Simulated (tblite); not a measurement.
## Property calculation of C2H4BrGaS

- system: C2H4BrGaS, multiplicity 3, SMILES [Br][Ga]1[CH2]C[S]1
- method: IPEA1-xTB, U-SCC, GBSA solvent acetonitrile (tblite 0.8.0)

The geometry is that of the parent species in another charge or spin state. The geometry: force field.

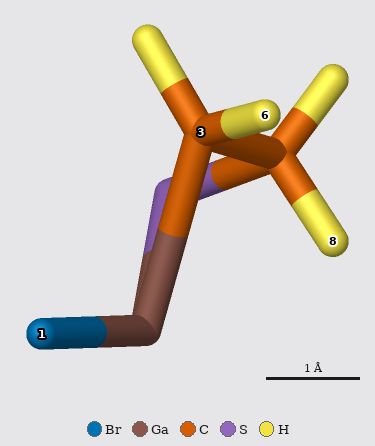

**Figure 1.** The structure (stick view, seen at a tilt; atoms are numbered from 1 in the order of the input). Sticks mark near contacts. Bond lengths as drawn: Br–Ga 2.01 Å, C–C 1.54 Å, C–Ga 2.31 Å, C–H 1.04 to 1.16 Å, C–S 1.82 Å and Ga–S 2.46 Å.

**Summary**

```json
{"quantity": "outcome", "value": "converged"}
{"quantity": "total energy", "value": "−15.998148 hartree"}
{"quantity": "basis functions", "value": "45"}
{"quantity": "largest force", "value": "21.957 eV/Å"}
{"quantity": "dipole moment", "value": "3.91 D"}
{"quantity": "hardware", "value": "1 thread of Arm Neoverse V1, 24 GiB of memory available, shared host"}
{"quantity": "peak memory", "value": "0.11 GiB"}
```

Settings chosen away from the usual ones: accuracy; guess; solvent; solvent_model; spinpol.

**Input (xtb_job.py)**
```python
import json
import numpy as np
from tblite.interface import Calculator

symbols = ["Br", "Ga", "C", "C", "S", "H", "H", "H", "H"]
numbers = np.array([35, 31, 6, 6, 16, 1, 1, 1, 1])
positions = np.array([
    [-2.624000, 0.356200, 1.285100],
    [-1.654000, 0.387000, -0.471600],
    [0.224800, -0.171000, 0.760400],
    [0.714300, -0.151800, -0.698700],
    [0.344700, 1.478500, -1.413100],
    [0.372500, -1.180500, 1.187300],
    [0.930500, 0.529500, 1.349400],
    [0.062300, -0.888000, -1.249900],
    [1.717500, -0.406200, -0.766000],
]) / 0.529177210903  # angstrom to bohr

xtb = Calculator("IPEA1-xTB", numbers, positions, charge=0, uhf=2)
xtb.set("verbosity", 0)
xtb.set("guess", 1)  # eeq
xtb.set("accuracy", 0.1)
xtb.add("spin-polarization", 1.0)
xtb.add("gbsa-solvation", "acetonitrile")
xtb.add("bond-orders")
xtb.add("molecular-multipoles")
res = xtb.singlepoint()

thr = 0.3
print(f"Energy: {res.get('energy') * 2625.4996:.8f} kJ/mol")
eps = np.atleast_2d(res.get("orbital-energies")) * 27.211386
occ = np.atleast_2d(res.get("orbital-occupations"))
filled = occ.sum(axis=0) if eps.shape[0] == 1 else occ[0]
homo = np.nonzero(filled > 0.5)[0].max()
print("  MO   occupation   energy/eV")
for i in range(max(0, homo - 4), min(eps.shape[1], homo + 5)):
    print(f"{i + 1:4d} {filled[i]:10.4f} {eps[0, i]:12.4f}")
mu = res.get("dipole") * 2.541746
print(f"Dipole moment: {np.linalg.norm(mu):.4f} D, components " + " ".join(f"{c:.4f}" for c in mu))
q = res.get("charges")
print("atom     charge    atomic energy/Eh")
for i, (s, e) in enumerate(zip(symbols, res.get("energies"))):
    print(f"{s:<2}{i + 1:<3} {q[i]:9.4f} {e:14.6f}")
bo = res.get("bond-orders")
bo = bo[..., 0] if bo.ndim == 3 else bo
print("Bond orders above {}:".format(thr))
for i in range(len(symbols)):
    for k in range(i):
        if bo[i, k] > thr:
            print(f"  {symbols[k]}{k + 1}-{symbols[i]}{i + 1}  {bo[i, k]:.3f}")
print("traceless quadrupole (xx xy yy xz yz zz, e bohr^2):", np.round(res.get("quadrupole"), 4))
out = {k: np.asarray(res.get(k)).tolist() for k in ("energy", "gradient", "charges", "dipole", "orbital-energies", "orbital-occupations", "bond-orders", "energies", "quadrupole")}
out.update(symbols=symbols, positions=(positions * 0.529177210903).tolist())
json.dump(out, open("results.json", "w"))
```

Command:
```bash
python xtb_job.py
```

**Log**
```
Energy: -42003.13154032 kJ/mol
  MO   occupation   energy/eV
  11     1.0000     -13.2261
  12     1.0000     -12.1076
  13     1.0000     -11.0322
  14     1.0000     -10.6967
  15     1.0000      -9.3293
  16     0.0000      -5.6596
  17     0.0000      -5.4969
  18     0.0000      -4.8633
  19     0.0000      -4.4824
Dipole moment: 3.9145 D, components 0.1049 -3.8185 0.8552
atom     charge    atomic energy/Eh
Br1      0.0101      -3.816951
Ga2      0.1265      -1.471093
C 3     -0.0441      -2.305794
C 4     -0.0035      -2.391079
S 5     -0.3088      -3.862143
H 6      0.0588      -0.541102
H 7      0.0538      -0.535394
H 8      0.0247      -0.541383
H 9      0.0825      -0.533208
Bond orders above 0.3:
  Ga2-C4  0.967
traceless quadrupole (xx xy yy xz yz zz, e bohr^2): [ 4.1068 -3.3386  2.2602 13.8848  8.8575 -6.3671]
```

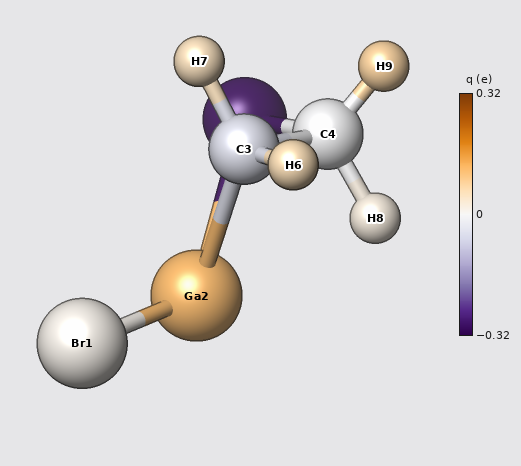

**Figure 2.** Mulliken charges, as the colour of each atom (ball-and-stick view, seen at an oblique angle; atoms are numbered from 1 in the order of the input). By element: Br +0.01, Ga +0.13, C −0.04 to 0.00, S −0.31 and H +0.02 to +0.08 e.
